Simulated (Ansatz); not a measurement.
## Scan of one atom of the cell for Pd (fcc, Cu type)

Relaxed Pd (fcc, Cu type):

```
Pd
1.0
    3.87555     0.00000     0.00000
    0.00000     3.87555     0.00000
    0.00000     0.00000     3.87555
Pd
4
Direct
  0.00000   0.00000   0.00000
  0.50000   0.50000   0.00000
  0.50000   0.00000   0.50000
  0.00000   0.50000   0.50000
```

Scan: atom 3 (Pd, nearest neighbour Pd at 2.740 Å; its periodic images, 3.9 Å or more away, move with it) is displaced towards the nearest neighbour, direction (-0.707, -0.707, 0.000) in Cartesian axes, by s. The other atoms stay.

Level of theory: PBEsol (plane waves to 420 eV, PAW, scalar-relativistic; Ansatz, a first-principles code). k mesh 10×10×10 (Γ-centred), Fermi-Dirac smearing 0.05 eV. Energies are smeared free energies. With partly filled bands, energies and forces of such displacements shift with the k mesh and the smearing. On this mesh the relaxed cell isn't quite at rest: it carries a pressure of -0.1 GPa (compression positive) at the zero of the scan. Pd is run without spin polarisation. Pd was relaxed with its symmetry unable to fall. The PAW data are Ansatz's earlier set. ΔE is measured from the undisplaced structure.

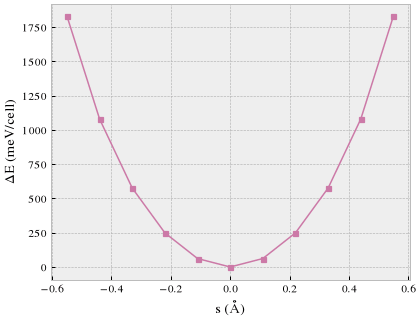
Figure. ΔE (meV/cell) against s (Å); computed points joined by lines.

The energy at s = 0.550 Å comes out as 1831 meV/cell and the force along the line at s = -0.550 Å comes out as 8.26 eV/Å. Shape of the curve: a single well with its minimum at or next to zero displacement. Symmetry of the curve: even: the same for both signs. Harmonic estimate at the end of the scan: ½ks² = 1529 meV/cell against the computed 1831 meV/cell, so the well is stiffer than harmonic there.

With its periodic images moving along, the atom's site symmetry in this cell is m-3m.

(A displaced cell: forces are minus the slopes of the energy, force constants its curvatures, and phonons follow from these.)
